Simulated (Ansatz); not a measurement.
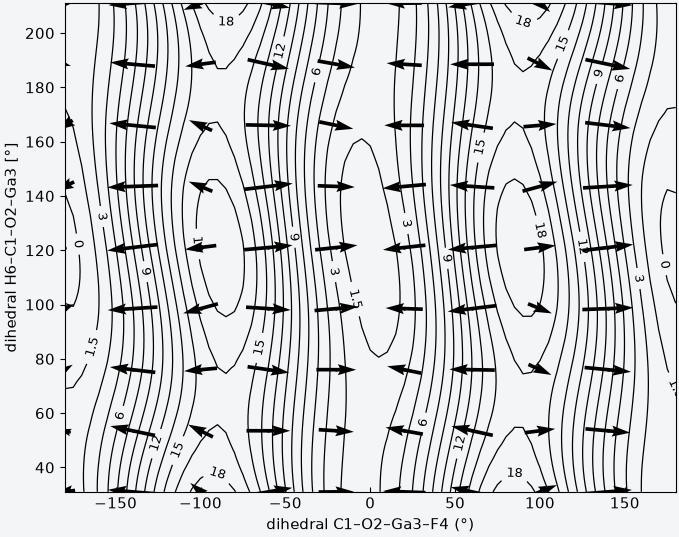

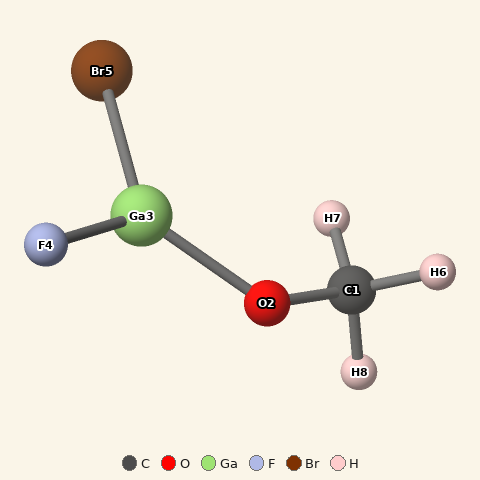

Energy landscape of CH₃BrFGaO, SMILES C[O][Ga]([F])[Br]. First axis: dihedral C1–O2–Ga3–F4. Second axis: dihedral H6–C1–O2–Ga3. Nothing is relaxed (all other coordinates rigid). Grid: 9 × 9 points. Points are written as (first, second). All energies are given in kJ/mol relative to the relaxed molecule at the same level. Computed with RKS PBE0-D4/def2-SVP (Ansatz 0.2.0).

In the figure: contour lines labelled in kJ/mol, dots at the grid points, arrows along the force (downhill), their lengths compressed. Between grid points the surface is interpolated. The second picture is the structure at the lowest point.

Question: Describe this landscape.

Answer: The lowest grid point is at (−180°, 121.0°), −0.48 kJ/mol from the relaxed molecule at the same level. The energy also falls towards the edge at (−180°, 211.0°) (2.3 kJ/mol above the lowest) and (−180°, 31.0°) (2.3 kJ/mol above the lowest), where a further well may lie outside the range. A higher local minimum lies near (20°, 98.5°) (2.3 kJ/mol above the lowest at that grid point). The highest grid point, (100°, 211.0°), lies 19.2 kJ/mol above the lowest. On the interpolated surface the easiest way out of the lowest well to the well at about (0°, 120°) passes a barrier of about 17 kJ/mol.

The whole map (81 points run) took 10 min on 1 thread of Arm Neoverse V2 (shared host).
